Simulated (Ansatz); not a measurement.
System: CH₂Si₂ (SMILES C1[Si]=[Si-]1) (charge −1, doublet).

```csv
atom,x (Å),y (Å),z (Å)
C,-1.5365,1.0346,0.3020
Si,-2.1735,2.6345,-0.6141
Si,-0.6280,2.5580,1.1135
H,-0.9291,0.3119,-0.2733
H,-2.2561,0.4672,0.9204
```

Geometry: r2SCAN-D4/def2-SVPD.

Level of theory: isolated molecule in a Gaussian basis; Kohn-Sham density functional theory, functional PBE0 in Ansatz 0.2.0.

What will maps of the electron density, electron localisation function and spin density show?

Answer. C–Si (1.95 Å): ρ at the midpoint is about 0.78 e/Å³; the ELF peaks at about 0.90 between the atoms, as expected for a shared electron pair.
Si–Si (2.32 Å): ρ at the midpoint is about 0.52 e/Å³; the ELF peaks at about 0.75 between the atoms.
The unpaired spin (1 electron) lies mostly on Si2 (about 0.4) and Si3 (about 0.4), in electrons by Hirshfeld's partition.

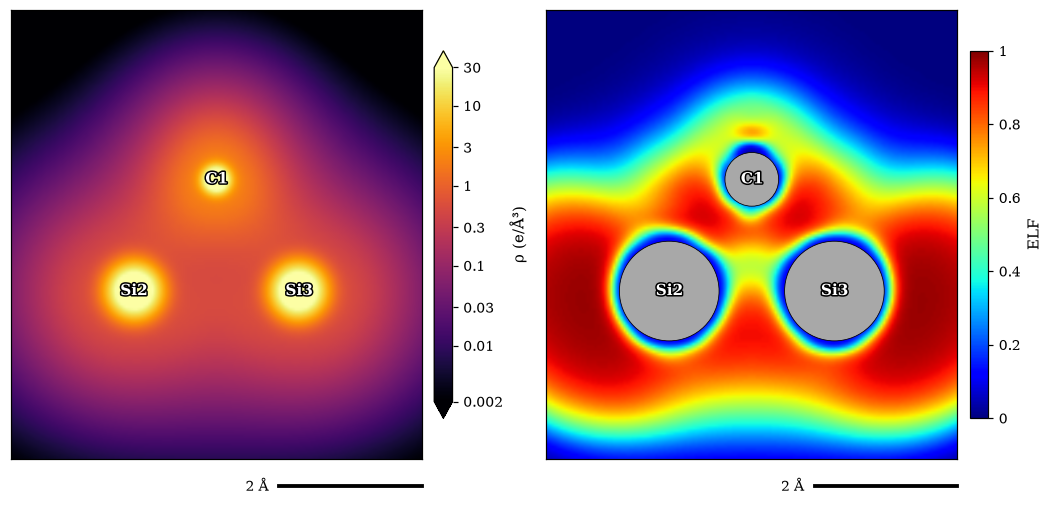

Computed electron density and electron localisation function on the plane of atoms Si2, C1 and Si3, in this order. Grey discs cover the atomic cores in the ELF map. 
